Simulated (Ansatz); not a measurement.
# AlGeF (triplet): one geometry, many settings at distance Al2–Ge3 = 5.341 Å

What do other methods and options give for AlGeF (triplet) at this geometry, and how long do they take?

Computed with Ansatz 0.2.0, Gaussian basis. Level: the settings change from run to run.

36 further runs of the same task are left out: 11 for a known fault of the program, 18 that didn't finish, 7 set aside as unsound or not needed.

**1. What is computed**

The geometry derives from a PBE0/def2-TZVP stationary point (not a proven minimum). One bond is set to the value named and the two fragments are kept rigid. No spin-orbit coupling is included. The filled d shell of Ge may be among the frozen orbitals whatever the setting's name suggests; the logs give the count.

3 atoms, charge 0, spin multiplicity 3.

Atoms are counted from 1 here; the program's logs count them from 0.

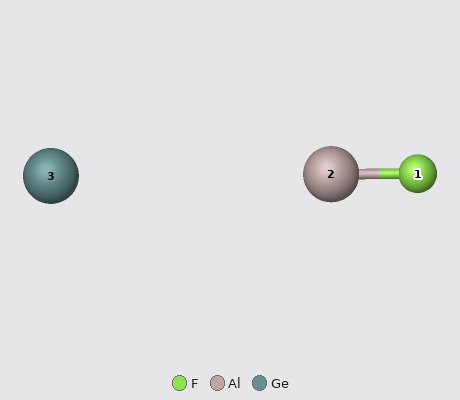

The geometry (fluorine green, aluminium light grey, germanium teal); atoms are numbered from 1 in the order of the file.

**2. HF/cc-pVDZ**

in.yaml

```yaml
crystal:
  periodic: [false, false, false]
  atoms:
    - {symbol: F, position_ang: [0.000000, 0.000000, -2.879133]}
    - {symbol: Al, position_ang: [0.000000, 0.000000, -1.230933]}
    - {symbol: Ge, position_ang: [0.000000, 0.000000, 4.110067]}
basis:
  gaussian: {orbitals: cc-pVDZ}
magnetization: {spin_polarized: false, initial_magnetization: 2}
hamiltonian: {xc: hf}
output: {orbitals: {seedname: orbitals}}
```

Launch:

```sh
$ ansatz run in.yaml --threads 1 --pin off --events-out ev --progress --plain --max-ram 2393MiB
```

Log:

```text
Functional definition: HF
  name "HF"
  cite "Fock, Z. Phys. 61, 126 (1930) doi:10.1007/BF01340294"
  parent pbe
  exchange = exact_x
  correlation = 0
640 factors; integrals over basis functions are off by at most 8.8e-4 eV
mean field evaluation 1: about -65760.0541 eV, gradient 3.0e1 eV
mean field evaluation 2: about -65760.0569 eV, gradient 3.0e1 eV
mean field evaluation 4: about -65762.0252 eV, gradient 1.3e0 eV
mean field evaluation 8: about -65762.0369 eV, gradient 7.5e-4 eV
mean field evaluation 16: about -65762.0456 eV, gradient 1.8e-1 eV
mean field evaluation 32: about -65695.0963 eV, gradient 1.7e2 eV
mean field evaluation 64: about -65762.0369 eV, gradient 2.1e-2 eV
mean field -65762.05458415 eV, -2416.7109308460 hartree, gradient 2.9e-6 eV, S^2 2.000000; 2 other end points of the search recorded, 0 dependent functions left out
reference -65762.05458415 eV, -2416.7109308460 hartree; 28, 26 occupied and 31, 33 virtual orbitals, 640 factors
Total energy: -65762.05458415 eV, -2416.7109308460 hartree
```

Run time: 2.1 s. Hardware: 1 thread of Intel Xeon Platinum 8488C, shared host.

**3. CASCI(6,7)/STO-3G**

in.yaml: that of step 2 with these lines changed.

```diff
@@ -7,5 +7,6 @@
 basis:
-  gaussian: {orbitals: cc-pVDZ}
+  gaussian: {orbitals: STO-3G}
 magnetization: {spin_polarized: false, initial_magnetization: 2}
-hamiltonian: {xc: hf}
-output: {orbitals: {seedname: orbitals}}
+correlation: {active_space: {window: {electrons: 6, orbitals: 7}, fixed_orbitals: true, states: [{multiplicity: 3, weights: [1, 0.5]}, {multiplicity: 5, weights: [1]}]}}
+scf: {lower_state_search: light}
+output: {forces: true}
```

The command is unchanged.

Log (excerpt; [...] marks lines left out):

```text
Functional definition: HF
  name "HF"
  cite "Fock, Z. Phys. 61, 126 (1930) doi:10.1007/BF01340294"
  parent pbe
[...]
408 factors; integrals over basis functions are off by at most 5.5e-8 eV
[...]
mean field -64999.24834279 eV, -2388.6783185247 hartree, gradient 2.9e-9 eV, S^2 2.000000; 7 other end points of the search recorded, 0 dependent functions left out
reference -64999.24834279 eV, -2388.6783185247 hartree; 28, 26 occupied and 4, 6 virtual orbitals, 408 factors
state -64999.68920237 eV, -2388.6945198152 hartree
state -64999.68127688 eV, -2388.6942285590 hartree
state -64994.98488850 eV, -2388.5216394694 hartree
[...]
WARN: the results are in doubt because the space or a class takes a part of the degenerate orbitals at -9.2531 eV
Total energy: -64997.80589172 eV, -2388.6253094256 hartree
Atom 0 at     0.000000     0.000000    -2.879133 Å, force    -0.000000     0.000000     1.208988 eV/Å
Atom 1 at     0.000000     0.000000    -1.230933 Å, force     0.000000    -0.000000    -1.206291 eV/Å
Atom 2 at     0.000000     0.000000     4.110067 Å, force    -0.000000     0.000000    -0.002697 eV/Å
Dipole moment:     0.000000    -0.000000     0.435152 e Å
In doubt: the space or a class takes a part of the degenerate orbitals at -9.2531 eV
```

Wall time 2.6 s (1 thread of Intel Xeon Platinum 8488C, shared host).

From the report: 304 determinants; active occupations (of the averaged states) 2.00, 1.57, 0.79, 0.61, 0.60, 0.41, 0.02. The program marks this result as in doubt; its last lines say why.

**4. CCSDT on UHF/STO-3G**

in.yaml

```yaml
crystal:
  periodic: [false, false, false]
  atoms:
    - {symbol: F, position_ang: [0.000000, 0.000000, -2.879133]}
    - {symbol: Al, position_ang: [0.000000, 0.000000, -1.230933]}
    - {symbol: Ge, position_ang: [0.000000, 0.000000, 4.110067]}
basis:
  gaussian: {orbitals: STO-3G, point_charges: [{charge: 0.50, position_ang: [3.371, 0.260, -0.882]}]}
magnetization: {spin_polarized: true, initial_magnetization: 2}
correlation: {method: ccsdt, electrons: outside_noble_gas}
accuracy: high
scf: {omitted_lower_state_checks: [cluster_reference]}
```

Same command.

Log (excerpt; [...] marks lines left out):

```text
Functional definition: HF
  name "HF"
  cite "Fock, Z. Phys. 61, 126 (1930) doi:10.1007/BF01340294"
  parent pbe
[...]
416 factors; integrals over basis functions are off by at most 3.5e-8 eV
[...]
mean field -64999.15474981 eV, -2388.6748790459 hartree, gradient 2.3e-8 eV, S^2 2.000003; 9 other end points of the search recorded, 0 dependent functions left out
20 core orbitals not correlated, not the lowest: weight in the atoms' cores, before any rotation towards them, 0.996 or more for the frozen orbitals, at most 0.004 for the correlated occupied ones
reference -64999.15474981 eV, -2388.6748790459 hartree; 8, 6 occupied and 4, 6 virtual orbitals, 416 factors
second order -1.40442474 eV of doubles, -0.00000000 eV of singles
cycle   1  -1.56838909 eV  change   -1.6e-1 eV  update   1.1e-1
[...]
cycle  73  -2.02761425 eV  change   3.0e-12 eV  update  7.0e-10
Total energy: -65001.18236406 eV, -2388.7493924953 hartree
Checks for a lower state left out: cluster_reference
```

Wall time 3.9 s (1 thread of Intel Xeon Platinum 8488C, shared host).

From the report: ⟨S²⟩ of the determinant 2.000 (pure triplet: 2.00); correlation -2.0276 eV; T1 0.020; largest double amplitude 0.14.

**5. CCSD/cc-pVDZ**

in.yaml

```yaml
crystal:
  periodic: [false, false, false]
  atoms:
    - {symbol: F, position_ang: [0.000000, 0.000000, -2.879133]}
    - {symbol: Al, position_ang: [0.000000, 0.000000, -1.230933]}
    - {symbol: Ge, position_ang: [0.000000, 0.000000, 4.110067]}
basis:
  gaussian: {orbitals: cc-pVDZ}
magnetization: {spin_polarized: false, initial_magnetization: 2}
hamiltonian: {xc: {name: PBE}}
correlation: {method: ccsd, electrons: outside_noble_gas}
accuracy: high
```

Launched as before.

Log (excerpt; [...] marks lines left out):

```text
Functional definition: PBE
  name "PBE"
  cite "Perdew, Burke & Ernzerhof, Phys. Rev. Lett. 77, 3865 (1996) doi:10.1103/PhysRevLett.77.3865"
  parent pbe
[...]
1070 factors; integrals over basis functions are off by at most 4.4e-9 eV
[...]
mean field -65815.35142536 eV, -2418.6695536347 hartree, gradient 4.6e-9 eV, S^2 2.000000; 7 other end points of the search recorded, 0 dependent functions left out
[...]
20 core orbitals not correlated: weight in the atoms' cores, before any rotation towards them, 1.000 or more for the frozen orbitals, at most 0.000 for the correlated occupied ones
reference -65761.27414343 eV, -2416.6822501784 hartree; 8, 6 occupied and 31, 33 virtual orbitals, 1070 factors
second order -7.95019822 eV of doubles, -0.43172481 eV of singles
cycle   1  -8.26697840 eV  change    9.4e-2 eV  update   1.2e-1
[...]
cycle  26  -8.77429791 eV  change   3.4e-10 eV  update  5.4e-10
Total energy: -65770.04844134 eV, -2417.0046996791 hartree
```

Run time: 41 s. Hardware: 1 thread of Intel Xeon Platinum 8488C, shared host.

From the report: correlation -8.7743 eV; T1 0.021; largest double amplitude 0.11. The orbitals are Kohn-Sham ones, so correlation energy and T1 don't compare with those on Hartree-Fock orbitals.

**6. BCCD/6-31G***

in.yaml

```yaml
crystal:
  periodic: [false, false, false]
  atoms:
    - {symbol: F, position_ang: [0.000000, 0.000000, -2.879133]}
    - {symbol: Al, position_ang: [0.000000, 0.000000, -1.230933]}
    - {symbol: Ge, position_ang: [0.000000, 0.000000, 4.110067]}
basis:
  gaussian: {orbitals: "6-31G*"}
magnetization: {spin_polarized: false, initial_magnetization: 2}
hamiltonian: {xc: {name: PBE0}}
correlation: {method: bccd, electrons: outside_noble_gas}
output: {forces: true}
```

The command is unchanged.

Log (excerpt; [...] marks lines left out):

```text
Functional definition: PBE0
  name "PBE0"
  cite "Adamo & Barone, J. Chem. Phys. 110, 6158 (1999) doi:10.1063/1.478522"
  cite "Perdew, Burke & Ernzerhof, Phys. Rev. Lett. 77, 3865 (1996) doi:10.1103/PhysRevLett.77.3865"
  parent pbe
[...]
600 factors; integrals over basis functions are off by at most 7.8e-4 eV
[...]
mean field -65810.25028489 eV, -2418.4820901798 hartree, gradient 1.7e-9 eV, S^2 2.000000; 5 other end points of the search recorded, 0 dependent functions left out
[...]
20 core orbitals not correlated: weight in the atoms' cores, before any rotation towards them, 1.000 or more for the frozen orbitals, at most 0.000 for the correlated occupied ones
reference -65754.27717721 eV, -2416.4251164127 hartree; 8, 6 occupied and 41, 43 virtual orbitals, 600 factors
second order -7.37696706 eV of doubles, -0.26238694 eV of singles
cycle   1  -7.66057185 eV  change   -3.0e-2 eV  update   1.1e-1
[...]
cycle  27  -8.11205423 eV  change    5.7e-9 eV  update   7.2e-9
[...]
the multipliers restart with 30 DIIS vectors
Total energy: -65762.38923144 eV, -2416.7232289069 hartree
Atom 0 at     0.000000     0.000000    -2.879133 Å, force     0.000000    -0.000000    -0.540230 eV/Å
Atom 1 at     0.000000     0.000000    -1.230933 Å, force    -0.000000     0.000000     0.564796 eV/Å
Atom 2 at     0.000000     0.000000     4.110067 Å, force    -0.000000     0.000000    -0.024565 eV/Å
Dipole moment:    -0.000000     0.000000     0.216603 e Å
```

Run time: 1.7 min. Hardware: 1 thread of Intel Xeon Platinum 8488C, shared host; peak memory 0.39 GiB.

From the report: correlation -8.1121 eV; largest double amplitude 0.09.

**7. The runs in one table**

Where basis and cores are those of an earlier UCCSDT(Q)/cc-pVDZ run (-65770.5941 eV), and the state is the same kind, the miss against it is given. † marks a result that the program doubts.

```
                                       level         correlated  functions  energy (eV)  from UCCSDT(Q) (meV)     time
                                  HF/cc-pVDZ                            59  -65762.0546                8539.5    2.1 s
CASCI(6,7)/STO-3G (mean of several states) †                            32  -64997.8059                          2.6 s
 CCSDT on UHF/STO-3G (beside a point charge)  outside noble gas         32  -65001.1824                          3.9 s
              CCSD/cc-pVDZ (on PBE orbitals)  outside noble gas         59  -65770.0484                 545.7     41 s
              BCCD/6-31G* (on PBE0 orbitals)  outside noble gas         69  -65762.3892                        1.7 min
```

**8. Outcome**

```
quantity                                    value
    runs                                        5
quickest                        HF/cc-pVDZ, 2.1 s
 slowest  BCCD/6-31G* (on PBE0 orbitals), 1.7 min
```

**Reading.** Total energies in different bases, with other cores or another treatment of relativity can't be set against each other. BCCD/6-31G* (on PBE0 orbitals) took 49 times as long as HF/cc-pVDZ; the jobs differ in more than the method. Hartree-Fock, CASSCF and CASCI lack dynamic correlation by design. Cores frozen from Kohn-Sham orbitals shift the total energy.
